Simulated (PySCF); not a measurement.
Molecule: Ga(H)2(NHMe), SMILES C[NH][GaH2] (CH6GaN). Atoms near the plane z = 0.0 Å, at the PBE0/def2-SVP optimised geometry (x, y, z in Å): Ga1 (0.6, 0.6, 0.0), H2 (2.2, 0.6, 0.0), H3 (-0.3, 1.9, 0.0), N4 (-0.2, -1.0, 0.0), C5 (-1.6, -1.3, 0.0), H6 (0.4, -1.8, 0.0), H7 (-1.9, -1.9, 0.9), H8 (-1.9, -1.9, -0.9), H9 (-2.2, -0.4, 0.0).

Calculation: PBE0/def2-TZVP (PySCF). Cells within 0.4 Å of a nucleus heavier than hydrogen are left out (blank, or x). The values are rescaled to run from 0 to 1.

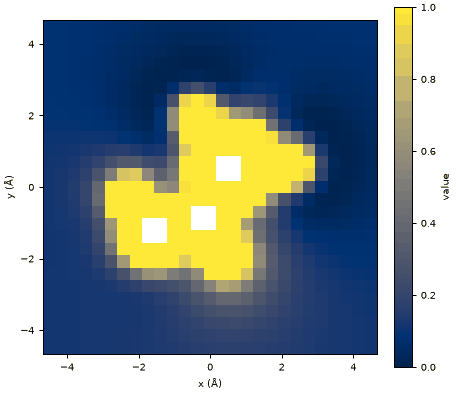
Fig. 1. a field on the plane z = 0.0 Å.

Question: Which quantity is mapped?
A) Laplacian of the electron density
B) an orbital amplitude
C) electrostatic potential
D) deformation density (molecule minus spherical neutral atoms)

Answer: C, electrostatic potential. In full: electrostatic potential (hartree/e), clipped to [-0.08, 0.12].
